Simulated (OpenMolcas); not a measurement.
# InCl2F (SMILES [F][In]([Cl])[Cl]): the HOMO–LUMO gap, rung by rung

The species is InCl2F (4 atoms), meant as a singlet with charge 0. SMILES: `[F][In]([Cl])[Cl]`. The shape is that of a PBE0-D4/def2-TZVP optimisation.

Each level gives the HOMO–LUMO gap (eV). The values are calculated.

```json
{"level": "SVWN5/def2-SVP (core potential)", "kind": "LDA", "program": "OpenMolcas", "value (eV)": "4.08", "CPU time": "17 s"}
{"level": "BLYP/def2-SVP (core potential)", "kind": "GGA", "program": "OpenMolcas", "value (eV)": "4.12", "CPU time": "21 s"}
{"level": "PBE/def2-SVP (core potential)", "kind": "GGA", "program": "OpenMolcas", "value (eV)": "4.25", "CPU time": "22 s"}
{"level": "revPBE/def2-SVP (core potential)", "kind": "GGA", "program": "OpenMolcas", "value (eV)": "4.32", "CPU time": "20 s"}
{"level": "r2SCAN/def2-SVP (core potential)", "kind": "meta-GGA", "program": "OpenMolcas", "value (eV)": "4.84", "CPU time": "26 s"}
{"level": "B3LYP/def2-SVP (core potential)", "kind": "global hybrid", "program": "OpenMolcas", "value (eV)": "5.98", "CPU time": "19 s"}
{"level": "M06-2X/def2-SVP (core potential)", "kind": "hybrid meta-GGA", "program": "OpenMolcas", "value (eV)": "8.92", "CPU time": "22 s"}
{"level": "PBE0/def2-SVP (core potential)", "kind": "global hybrid", "program": "OpenMolcas", "value (eV)": "6.60", "CPU time": "20 s"}
```

The values span 4.08 to 8.92 eV. Orbital gaps aren't excitation energies; they tend to grow with the share of exact exchange. Times are those of the runs behind each value, whatever else they computed, on shared processors of several kinds: orders of magnitude only.

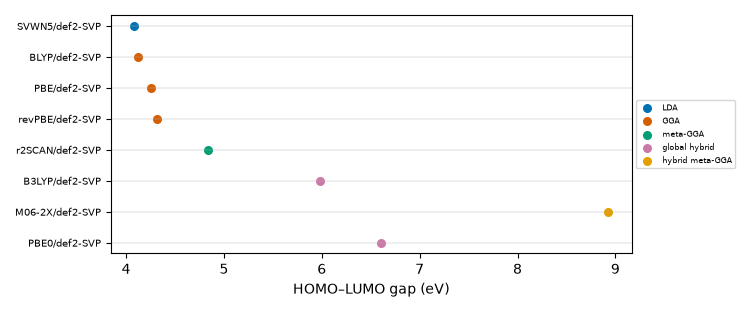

The values of the table, level by level.
